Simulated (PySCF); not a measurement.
Frequency calculation, with input and output: PtH2SO2

The run: frequency calculation of PtH2SO2, multiplicity 5. Method and program: UKS-based PBE0, Pt def2-SVP with ECP60, S def2-SVP, O def2-SVP, H def2-SVP; non-relativistic Hamiltonian with a scalar-relativistic core potential; density fitting (PySCF 2.14.0).

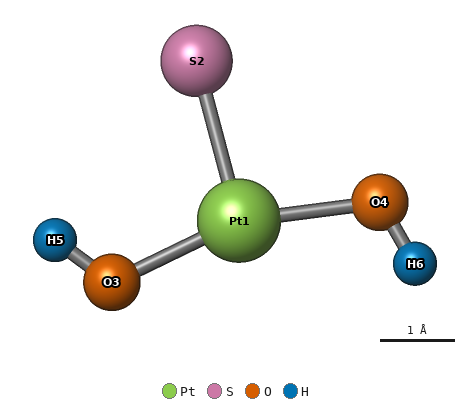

Fig. 1: The structure as given in the input (ball-and-stick view, seen on its broad side; atoms are numbered from 1 in the order of the input). Sticks mark near contacts. Bond lengths as drawn: H–O 0.97 Å, O–Pt 1.92 to 1.93 Å and Pt–S 2.27 Å.

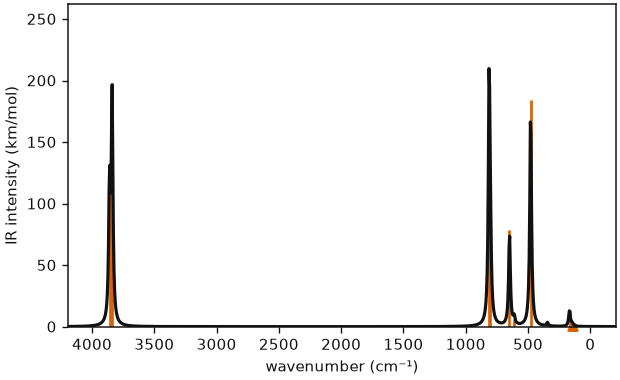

Fig. 2: Harmonic infrared spectrum, unscaled: sticks (degenerate modes added up, dark ones marked on the axis) with a Lorentzian envelope of 16 cm⁻¹ full width, scaled to the tallest stick. 12 modes from 127 to 3860 cm⁻¹, none imaginary. The strongest line is at 812 cm⁻¹ (210 km/mol). All modes, in cm⁻¹ (km/mol): 127 (0.7), 147 (2.2), 167 (13.3), 344 (2.0), 345 (1.0), 479 (184), 611 (6.6), 649 (79), 802 (48), 812 (210), 3839 (192), 3860 (114).

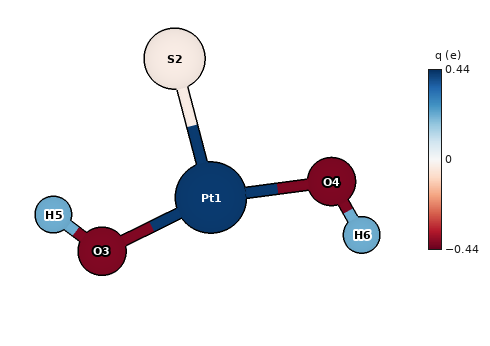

Fig. 3: Mulliken charges, as the colour of each atom (ball-and-stick view, seen on its broad side; atoms are numbered from 1 in the order of the input). By element: Pt +0.42, S −0.03, O −0.41 and H +0.22 e.

These pictures come from the run below.

Input:
```python
from pyscf import gto, scf, dft
mol = gto.M(atom='''
Pt     0.118548     0.204282     0.000000
S     -1.013767    -1.757375     0.000000
O      1.941921    -0.410549     0.000000
O     -1.418383     1.373958     0.000000
H      2.084063    -1.366028     0.000000
H     -1.165747     2.308108     0.000000''',
    basis={'Pt': 'def2-SVP', 'S': 'def2-SVP', 'O': 'def2-SVP', 'H': 'def2-SVP'},
    ecp={'Pt': 'def2-SVP'},
    charge=0, spin=4)
mf = dft.UKS(mol, xc='PBE0')
mf.grids.atom_grid = (75, 302)
aux = {'Pt': 'def2-universal-JKFIT', 'S': 'def2-universal-JKFIT', 'O': 'def2-universal-JKFIT', 'H': 'def2-universal-JKFIT'}
mf = mf.density_fit(auxbasis=aux)
mf.conv_tol = 1e-09
mf.diis_space = 10
mf.max_cycle = 60
mf.verbose = 4
mf.kernel()
```

The script is an equivalent of the set-up of the self-consistent field. The run itself was carried out by a driver, which started from the orbitals of the step before it where there was one and computed the further properties.

Launched with:
```bash
OMP_NUM_THREADS=2 python axn.py task.json out
```

What the program printed:
```
init E= -668.548355211084
  alpha nocc = 28  HOMO = -0.224052817607205  LUMO = 0.0181501470975877
  beta  nocc = 24  HOMO = -0.294039215981743  LUMO = -0.162441050215873
  HOMO = -0.224052817607  LUMO = -0.162441050216  gap/eV = 1.67654
cycle= 1 E= -668.548355209585  delta_E= 1.5e-09  |g|= 6.02e-05  |ddm|= 7.51e-05
  alpha nocc = 28  HOMO = -0.224061914490583  LUMO = 0.0181419040038322
  beta  nocc = 24  HOMO = -0.294042843273605  LUMO = -0.162439011309648
  HOMO = -0.224061914491  LUMO = -0.16243901131  gap/eV = 1.67684
cycle= 2 E= -668.54835519591  delta_E= 1.37e-08  |g|= 0.000178  |ddm|= 0.000217
  alpha nocc = 28  HOMO = -0.224054240247119  LUMO = 0.0181482380653976
  beta  nocc = 24  HOMO = -0.294039219575549  LUMO = -0.1624397535749
  HOMO = -0.224054240247  LUMO = -0.162439753575  gap/eV = 1.67662
cycle= 3 E= -668.548355211193  delta_E= -1.53e-08  |g|= 1.8e-05  |ddm|= 0.000168
  alpha nocc = 28  HOMO = -0.224054916265489  LUMO = 0.0181479110325584
  beta  nocc = 24  HOMO = -0.29403998643948  LUMO = -0.162440302373218
  HOMO = -0.224054916265  LUMO = -0.162440302373  gap/eV = 1.67662
cycle= 4 E= -668.548355211331  delta_E= -1.38e-10  |g|= 2.13e-06  |ddm|= 1.52e-05
  alpha nocc = 28  HOMO = -0.224054875508595  LUMO = 0.0181480492928895
  beta  nocc = 24  HOMO = -0.294039815955057  LUMO = -0.162440381998234
  HOMO = -0.224054875509  LUMO = -0.162440381998  gap/eV = 1.67662
cycle= 5 E= -668.548355211334  delta_E= -3.41e-12  |g|= 1.06e-06  |ddm|= 3.3e-06
  alpha nocc = 28  HOMO = -0.224054947593471  LUMO = 0.0181478946341605
  beta  nocc = 24  HOMO = -0.294039958937754  LUMO = -0.162440417651677
  HOMO = -0.224054947593  LUMO = -0.162440417652  gap/eV = 1.67662
Extra cycle  E= -668.548355211335  delta_E= -4.55e-13  |g|= 2.24e-06  |ddm|= 4.27e-06
converged SCF energy = -668.548355211335  <S^2> = 6.0169752  2S+1 = 5.0067855
```

Summary:

```csv
quantity,value
outcome,converged
total energy,−668.548355 hartree
⟨S²⟩,6.017
zero-point energy,0.027751 hartree
dipole moment,0.52 D
"wavenumbers, lowest and highest",127 and 3860 cm⁻¹
hardware,"2 threads of Intel Xeon (Granite Rapids), 64 GiB of memory available, shared host"
wall time,2.1 min (CPU time 4.2 min)
peak memory,1.4 GiB
```
